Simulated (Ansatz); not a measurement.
## Run report: C₂H₇Al, geometry relaxation (part 2 of 2)

Continued. System: C₂H₇Al. Method: RKS PBE0-D4/def2-TZVP (Ansatz 0.2.0). 

Geometry of the input (Å):
```
Al -0.8934  0.9737  0.0884
C  0.7747  0.4733  1.0078
C  0.8853  -0.9702  1.4921
H  -0.9609  2.3215  -0.7575
H  -2.2483  0.2151  0.4539
H  1.6315  0.7378  0.3769
H  0.8424  1.1572  1.8675
H  0.8912  -1.6784  0.6573
H  0.0419  -1.2465  2.1308
H  1.8003  -1.1491  2.0655
```

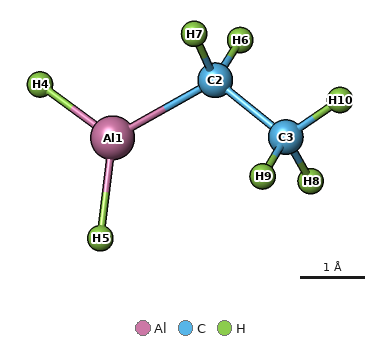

Fig. 1: The geometry at step 12 of the log (ball-and-stick view, seen at a tilt; atoms are numbered from 1 in the order of the input).

Trajectory as extended XYZ, continued:
```
10
Properties=species:S:1:pos:R:3:forces:R:3 step=5 energy=-8779.77575
Al   -0.8998    1.0074    0.1520    0.0002   0.0021  -0.0017
C     0.7770    0.4823    1.0167   -0.0007  -0.0006  -0.0010
C     0.8728   -0.9639    1.5010    0.0032  -0.0008  -0.0022
H    -0.9695    2.3301   -0.7305   -0.0018   0.0022   0.0045
H    -2.2175    0.1365    0.3512   -0.0006  -0.0043  -0.0057
H     1.6108    0.7233    0.3453   -0.0055   0.0007   0.0131
H     0.9058    1.1702    1.8666    0.0080  -0.0012  -0.0126
H     0.8391   -1.6705    0.6672   -0.0059  -0.0002   0.0000
H     0.0449   -1.2239    2.1661   -0.0018   0.0021   0.0037
H     1.8012   -1.1570    2.0468    0.0049   0.0000   0.0018
10
Properties=species:S:1:pos:R:3:forces:R:3 step=6 energy=-8779.77536 accepted=F
Al   -0.8978    1.0051    0.1511   -0.1149   0.0099  -0.0541
C     0.7836    0.4831    1.0087    0.0671  -0.0163  -0.0301
C     0.8605   -0.9547    1.5251   -0.0181  -0.0259  -0.0111
H    -1.0059    2.4149   -0.6007   -0.0103  -0.1120   0.0635
H    -2.1721    0.0290    0.1951    0.1317   0.1171  -0.0101
H     1.5993    0.6808    0.2955   -0.0708  -0.0126   0.0756
H     0.9675    1.1935    1.8297   -0.0163  -0.0314  -0.0451
H     0.7636   -1.6815    0.7107    0.0024   0.0563   0.0608
H     0.0567   -1.1732    2.2365    0.0566   0.0154  -0.0393
H     1.8094   -1.1624    2.0308   -0.0274  -0.0005  -0.0101
10
Properties=species:S:1:pos:R:3:forces:R:3 step=7 energy=-8779.77417 accepted=F
Al   -0.9022    1.0070    0.1468    0.0171  -0.0182   0.0177
C     0.7725    0.4785    1.0151    0.1201   0.0351   0.0224
C     0.8761   -0.9640    1.5085   -0.1671   0.0474   0.0535
H    -0.9830    2.3561   -0.6937    0.0042  -0.0001   0.0078
H    -2.2072    0.1074    0.2995    0.0030   0.0008  -0.0084
H     1.6090    0.7117    0.3476    0.0222   0.0066  -0.1268
H     0.9255    1.1796    1.8493   -0.0688  -0.0226   0.0593
H     0.8056   -1.6728    0.6798    0.0440  -0.0319  -0.0012
H     0.0556   -1.2049    2.1911    0.0407  -0.0338   0.0149
H     1.8129   -1.1641    2.0385   -0.0154   0.0167  -0.0391
10
Properties=species:S:1:pos:R:3:forces:R:3 step=8 energy=-8779.77624
Al   -0.8994    1.0069    0.1510   -0.0048   0.0006  -0.0032
C     0.7775    0.4814    1.0152    0.0023   0.0013   0.0011
C     0.8716   -0.9631    1.5049   -0.0042   0.0023   0.0001
H    -0.9757    2.3429   -0.7107    0.0015   0.0029   0.0053
H    -2.2118    0.1223    0.3256    0.0037  -0.0038  -0.0037
H     1.6097    0.7176    0.3402   -0.0028  -0.0036   0.0000
H     0.9138    1.1736    1.8601   -0.0001  -0.0015  -0.0018
H     0.8258   -1.6729    0.6743   -0.0013  -0.0006   0.0034
H     0.0487   -1.2164    2.1790    0.0046   0.0040   0.0001
H     1.8044   -1.1579    2.0428    0.0009  -0.0016  -0.0013
10
Properties=species:S:1:pos:R:3:forces:R:3 step=9 energy=-8779.77717
Al   -0.8996    1.0044    0.1432   -0.0059   0.0129   0.0190
C     0.7777    0.4784    1.0071    0.0192  -0.0036  -0.0083
C     0.8670   -0.9593    1.5174   -0.0227  -0.0073   0.0022
H    -0.9887    2.3920   -0.6376   -0.0138  -0.0417   0.0141
H    -2.1870    0.0692    0.2476    0.0200   0.0291  -0.0233
H     1.6034    0.6954    0.3166   -0.0061  -0.0027   0.0009
H     0.9341    1.1844    1.8367   -0.0065  -0.0054  -0.0049
H     0.7862   -1.6824    0.7002    0.0041   0.0148   0.0209
H     0.0596   -1.1892    2.2191    0.0225   0.0034  -0.0134
H     1.8122   -1.1584    2.0323   -0.0107   0.0004  -0.0071
10
Properties=species:S:1:pos:R:3:forces:R:3 step=10 energy=-8779.77648 accepted=F
Al   -0.9000    1.0081    0.1533   -0.0899  -0.0269  -0.1091
C     0.7820    0.4770    1.0044    0.0350   0.0253   0.0258
C     0.8629   -0.9551    1.5325   -0.0408  -0.0431   0.0043
H    -1.0186    2.4307   -0.5671    0.0025  -0.0745   0.0666
H    -2.1634    0.0216    0.1387    0.1057   0.0913   0.0217
H     1.5959    0.6705    0.2905   -0.0436  -0.0031   0.0201
H     0.9687    1.1949    1.8181   -0.0037  -0.0355  -0.0279
H     0.7385   -1.6895    0.7287    0.0116   0.0550   0.0617
H     0.0757   -1.1592    2.2668    0.0621   0.0079  -0.0461
H     1.8229   -1.1646    2.0168   -0.0391   0.0037  -0.0172
10
Properties=species:S:1:pos:R:3:forces:R:3 step=11 energy=-8779.77780
Al   -0.8962    1.0027    0.1425   -0.0554   0.0262   0.0013
C     0.7820    0.4766    1.0039    0.0184  -0.0037  -0.0050
C     0.8653   -0.9574    1.5258   -0.0135  -0.0128  -0.0037
H    -1.0122    2.4114   -0.5950    0.0152  -0.0311   0.0139
H    -2.1770    0.0530    0.1914    0.0411   0.0109  -0.0052
H     1.6023    0.6807    0.3022   -0.0123  -0.0052   0.0132
H     0.9518    1.1892    1.8251   -0.0077  -0.0086  -0.0166
H     0.7666   -1.6872    0.7165    0.0026   0.0176   0.0218
H     0.0662   -1.1740    2.2411    0.0217   0.0055  -0.0146
H     1.8159   -1.1605    2.0290   -0.0102   0.0011  -0.0051
10
Properties=species:S:1:pos:R:3:forces:R:3 step=12 energy=-8779.77814
Al   -0.8988    1.0057    0.1479   -0.0360  -0.0138  -0.0441
C     0.7817    0.4761    1.0021    0.0154   0.0097   0.0212
C     0.8624   -0.9550    1.5319   -0.0166  -0.0123  -0.0015
H    -1.0193    2.4274   -0.5624    0.0017  -0.0211   0.0250
H    -2.1603    0.0279    0.1452    0.0393   0.0322   0.0085
H     1.5962    0.6703    0.2907   -0.0151  -0.0039   0.0033
H     0.9656    1.1942    1.8153   -0.0047  -0.0161  -0.0125
H     0.7435   -1.6891    0.7292    0.0049   0.0193   0.0240
H     0.0738   -1.1605    2.2621    0.0251   0.0055  -0.0170
H     1.8198   -1.1625    2.0205   -0.0141   0.0006  -0.0069
10
Properties=species:S:1:pos:R:3:forces:R:3 step=13 energy=-8779.77836
Al   -0.8980    1.0040    0.1437   -0.0374  -0.0058  -0.0189
C     0.7820    0.4748    0.9992    0.0136   0.0075   0.0162
C     0.8615   -0.9542    1.5345   -0.0134  -0.0128  -0.0016
H    -1.0237    2.4364   -0.5437    0.0004  -0.0251   0.0158
H    -2.1546    0.0203    0.1299    0.0383   0.0315   0.0001
H     1.5956    0.6650    0.2857   -0.0096  -0.0053   0.0021
H     0.9684    1.1960    1.8089   -0.0069  -0.0139  -0.0126
H     0.7374   -1.6914    0.7354    0.0052   0.0185   0.0233
H     0.0756   -1.1548    2.2690    0.0240   0.0059  -0.0177
H     1.8205   -1.1618    2.0200   -0.0142  -0.0005  -0.0067
10
Properties=species:S:1:pos:R:3:forces:R:3 step=14 energy=-8779.77858
Al   -0.8973    1.0028    0.1405   -0.0260   0.0026  -0.0015
C     0.7824    0.4732    0.9962    0.0049   0.0048   0.0126
C     0.8604   -0.9532    1.5380   -0.0059  -0.0082  -0.0016
H    -1.0308    2.4458   -0.5208    0.0014  -0.0174   0.0059
H    -2.1464    0.0127    0.1070    0.0224   0.0167  -0.0036
H     1.5940    0.6580    0.2792   -0.0010  -0.0043  -0.0017
H     0.9726    1.1980    1.8014   -0.0048  -0.0082  -0.0084
H     0.7287   -1.6939    0.7439    0.0031   0.0107   0.0139
H     0.0794   -1.1475    2.2788    0.0142   0.0047  -0.0116
H     1.8217   -1.1615    2.0182   -0.0084  -0.0013  -0.0039
10
Properties=species:S:1:pos:R:3:forces:R:3 step=15 energy=-8779.77872
Al   -0.8975    1.0023    0.1393   -0.0108   0.0048   0.0002
C     0.7826    0.4718    0.9935   -0.0031   0.0047   0.0119
C     0.8591   -0.9518    1.5424   -0.0001  -0.0043  -0.0004
H    -1.0391    2.4562   -0.4943    0.0004  -0.0093   0.0016
H    -2.1357    0.0024    0.0765    0.0073   0.0053  -0.0028
H     1.5911    0.6495    0.2713    0.0038  -0.0022  -0.0048
H     0.9790    1.2005    1.7932   -0.0008  -0.0043  -0.0039
H     0.7165   -1.6962    0.7542    0.0009   0.0038   0.0051
H     0.0848   -1.1382    2.2918    0.0053   0.0031  -0.0056
H     1.8238   -1.1619    2.0146   -0.0030  -0.0018  -0.0014
10
Properties=species:S:1:pos:R:3:forces:R:3 step=16 energy=-8779.77877
Al   -0.8977    1.0023    0.1392   -0.0040   0.0020  -0.0034
C     0.7828    0.4710    0.9922   -0.0036   0.0055   0.0091
C     0.8582   -0.9507    1.5458    0.0009  -0.0033   0.0009
H    -1.0459    2.4635   -0.4749   -0.0002  -0.0045   0.0012
H    -2.1273   -0.0057    0.0523    0.0025   0.0021  -0.0004
H     1.5885    0.6431    0.2652    0.0025  -0.0005  -0.0036
H     0.9850    1.2024    1.7876    0.0013  -0.0030  -0.0020
H     0.7063   -1.6976    0.7618   -0.0001   0.0014   0.0014
H     0.0893   -1.1310    2.3020    0.0018   0.0014  -0.0025
H     1.8256   -1.1629    2.0113   -0.0011  -0.0011  -0.0007
10
Properties=species:S:1:pos:R:3:forces:R:3 step=17 energy=-8779.77879
Al   -0.8977    1.0023    0.1391   -0.0010  -0.0007  -0.0026
C     0.7830    0.4709    0.9919   -0.0013   0.0047   0.0045
C     0.8576   -0.9501    1.5474    0.0003  -0.0024   0.0010
H    -1.0497    2.4667   -0.4657   -0.0002  -0.0009   0.0004
H    -2.1226   -0.0100    0.0404    0.0005   0.0006   0.0003
H     1.5871    0.6400    0.2623    0.0007   0.0002  -0.0014
H     0.9885    1.2034    1.7853    0.0013  -0.0018  -0.0011
H     0.7007   -1.6978    0.7654   -0.0003   0.0003   0.0001
H     0.0914   -1.1273    2.3071    0.0003   0.0002  -0.0007
H     1.8263   -1.1638    2.0094   -0.0004  -0.0002  -0.0005
10
Properties=species:S:1:pos:R:3:forces:R:3 step=18 energy=-8779.77879
Al   -0.8976    1.0022    0.1389    0.0001  -0.0006  -0.0005
C     0.7831    0.4712    0.9922    0.0000   0.0024   0.0008
C     0.8572   -0.9498    1.5480    0.0002  -0.0011   0.0005
H    -1.0513    2.4675   -0.4629    0.0000   0.0007  -0.0003
H    -2.1206   -0.0118    0.0362   -0.0002  -0.0005   0.0002
H     1.5866    0.6392    0.2615   -0.0001   0.0000  -0.0001
H     0.9904    1.2038    1.7849    0.0004  -0.0006  -0.0003
H     0.6980   -1.6975    0.7664   -0.0003  -0.0002  -0.0003
H     0.0922   -1.1259    2.3090   -0.0002  -0.0001   0.0002
H     1.8265   -1.1644    2.0082    0.0001   0.0000  -0.0002
```

Results in brief:

| quantity | value |
| --- | --- |
| outcome | converged |
| total energy | −8779.7788 eV |
| mean-field energy | −8779.6562 eV |
| dispersion energy | −0.1226 eV |
| SCF solution under orbital rotations | stable |
| largest force (length of the vector) at the end | 0.002 eV/Å |
| dipole moment | 0.78 D |
| hardware | 8 threads of Arm Neoverse V1, 23 GiB of memory available, shared host |
| wall time | 13 s (CPU time 89 s) |
| peak memory | 0.66 GiB |
